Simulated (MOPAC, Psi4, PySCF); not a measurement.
Intermolecular potential of N2 ··· HF (SMILES N#N and F). Monomers: optimised at B3LYP-D3(BJ) (def2-TZVP), held rigid. Orientation: a higher rigid-body minimum at GFN2-xTB. The monomers approach along the line of their centres of mass (distance R); nothing else relaxes.

Geometry at R = 3.16 Å (first 2 atoms: monomer A):
```
4

N      0.5455     0.0000     0.0000
N     -0.5455     0.0000     0.0000
F     -1.8534    -2.2658     1.2982
H     -1.8290    -1.4139     0.9400
```

Methods: RKS-B3LYP/6-31G* = restricted B3LYP/6-31G*, spherical d, no counterpoise correction (PySCF); PM3, restricted, heats of formation (MOPAC); PM6, restricted, heats of formation (MOPAC); wB97X-D/def2-TZVP, counterpoise-corrected (Psi4); RHF/LANL2DZ = restricted Hartree-Fock/LANL2DZ, no counterpoise correction (PySCF).

Interaction energies in kJ/mol (negative: bound); R is the distance of the centres of mass, d the N2···H4 distance.

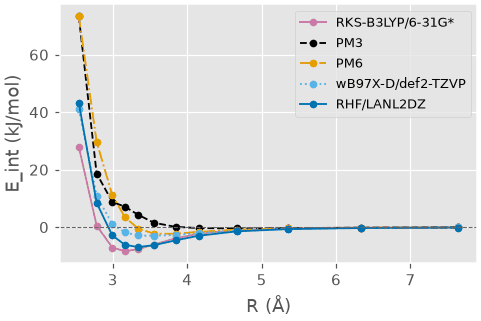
Figure. Interaction energy against separation.

```tsv
R / Å	d / Å	RKS-B3LYP/6-31G*	PM3	PM6	wB97X-D/def2-TZVP	RHF/LANL2DZ
2.54	1.51	28.01	73.46	73.47	40.95	43.32
2.78	1.75	0.57	18.66	29.70	10.85	8.45
2.99	1.96	-7.10	8.80	11.14	1.13	-2.87
3.16	2.13	-8.36	7.12	3.47	-1.83	-6.15
3.34	2.31	-7.67	4.27	-0.55	-2.88	-6.93
3.55	2.52	-6.05	1.53	-2.25	-3.04	-6.27
3.84	2.81	-3.90	0.10	-2.29	-2.69	-4.59
4.15	3.12	-2.32	-0.32	-1.64	-2.12	-2.99
4.66	3.63	-0.98	-0.45	-0.89	-1.24	-1.46
5.35	4.32	-0.39	-0.34	-0.45	-0.56	-0.68
6.33	5.30	-0.17	-0.18	-0.22	-0.23	-0.30
7.64	6.61	-0.07	-0.09	-0.10	-0.09	-0.13
```

Lowest grid point: RKS-B3LYP/6-31G* -8.36 kJ/mol at R = 3.16 Å; PM3 -0.45 kJ/mol at R = 4.66 Å; PM6 -2.29 kJ/mol at R = 3.84 Å; wB97X-D/def2-TZVP -3.04 kJ/mol at R = 3.55 Å; RHF/LANL2DZ -6.93 kJ/mol at R = 3.34 Å.
